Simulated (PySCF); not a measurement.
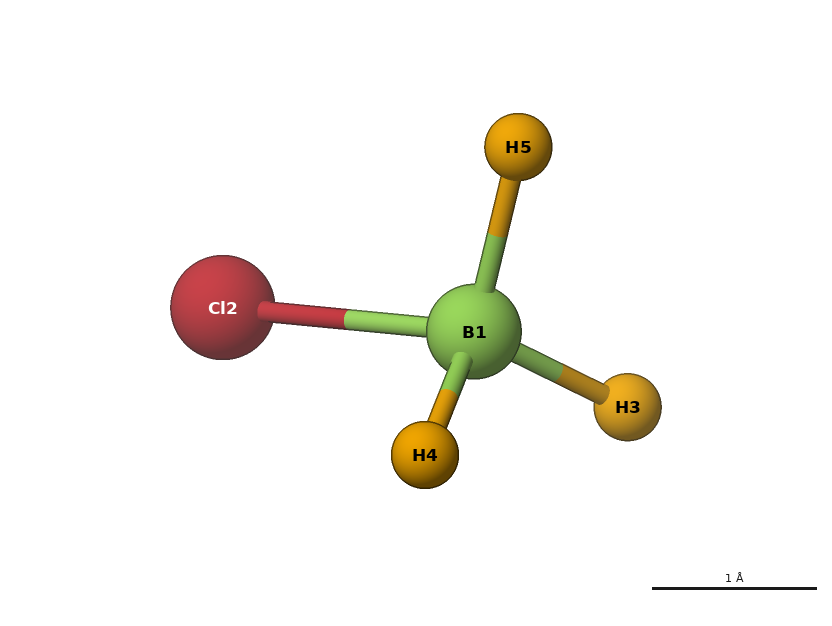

Atoms carry their numbers in the input. The species has charge −1 and is a spin singlet. The computed structure is the end point of a PBE0-D3(BJ)/def2-SVP optimisation. No frequency run is at hand to confirm it as a minimum.

How are the neighbours of atom 1 arranged?

B1 has 4 neighbours (Cl2 at 1.94, H3 at 1.24, H4 at 1.24, H5 at 1.24 Å); the arrangement is tetrahedral.
